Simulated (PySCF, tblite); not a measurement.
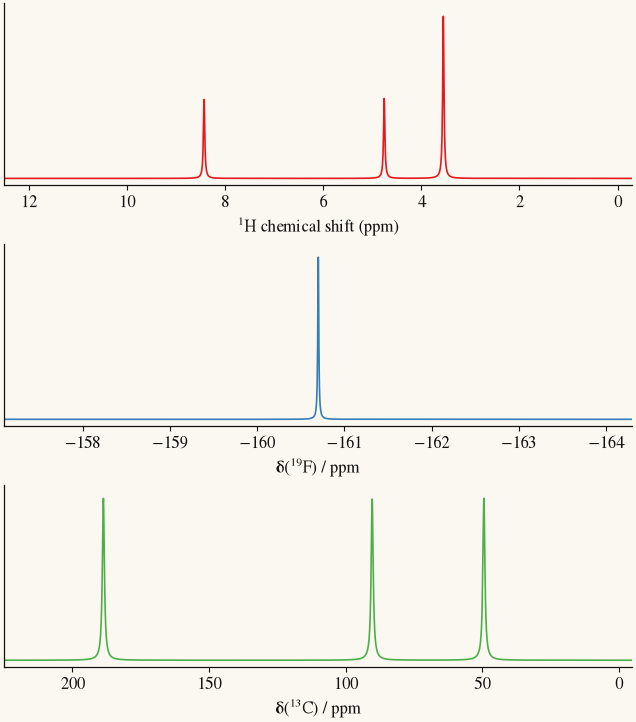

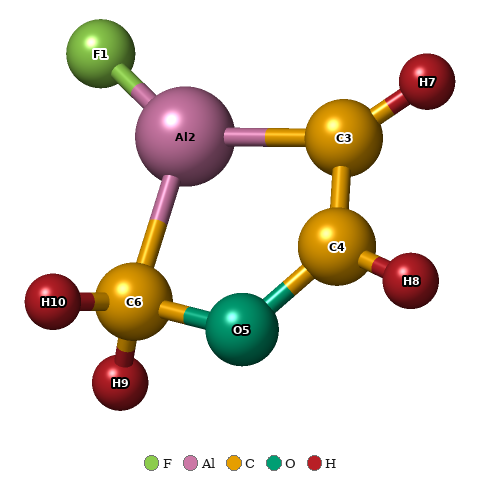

Spectrum and numbered structure of C₃H₄AlFO, SMILES [F][Al]1[CH]=CO[CH2]1, singlet. GIAO shifts, PBE0/pcSseg-1 with PySCF, at a GFN2-xTB geometry (a minimum by its frequencies), against TMS for ¹H, CFCl₃ for ¹⁹F and TMS for ¹³C computed at the same level (¹⁹F: this reference is a hard case for the method, so all values can be off together by tens of ppm, and differences between signals are safer). Gas phase, fully decoupled, line heights follow the number of nuclei, widths are arbitrary (no quadrupolar broadening); values of one conformer, averaged over methyl-type rotors and exact or near symmetry.

> Which ¹H nuclei are the least shielded, and which the most?

Least shielded: H8 at 8.43 ppm. Most shielded: H9 and H10 at 3.55 ppm.

> Where does the ¹⁹F line lie?

At −160.7 ppm (F1).

> Which atoms give which ¹³C line?

```csv
δ (ppm),nuclei,atoms
188.7,1,C4
90.3,1,C3
49.4,1,C6
```

Caveats: the tight-binding geometry is rougher than a DFT one and adds to the error.
